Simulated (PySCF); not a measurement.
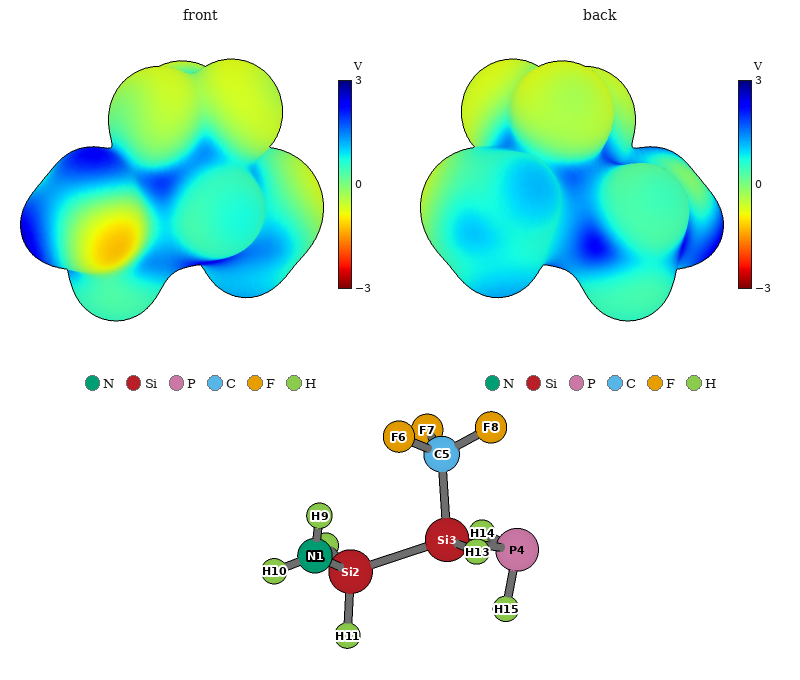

The picture shows: CH$_{7}$F$_{3}$NPSi$_{2}$. The electrostatic potential painted on the density surface at 0.004 e/bohr³, seen from the front and from behind; the colour scale runs from red (negative) to blue (positive). The bare structure is drawn below in the same view.

Geometry: GFN2-xTB.

These are results of PySCF, PBE0/def2-SVPD, SCF density, gas phase, not measurements.

```xyz
15

N     2.4425   -0.7268   -0.2787
Si    1.4431    0.6591   -0.4339
Si   -0.4804    0.1526    0.7964
P    -2.1786    1.5910    1.0224
C    -1.3548   -1.2821   -0.2070
F    -0.4872   -2.2757   -0.5258
F    -1.8526   -0.8506   -1.3880
F    -2.3724   -1.8719    0.4394
H     2.0571   -1.6463   -0.4281
H     3.3980   -0.6988   -0.5962
H     2.2011    1.7556    0.1738
H     1.0918    1.0666   -1.8094
H    -0.3582   -0.5067    2.1079
H    -2.1825    1.9935   -0.3045
H    -1.3716    2.6484    1.4096
```

Question: Where is the surface potential most negative and most positive?

Answer: The most negative region (about −1.2 V) lies over N1, the most positive (about +2.4 V) over Si3 and H10. N1 is the likeliest acceptor of a hydrogen bond.
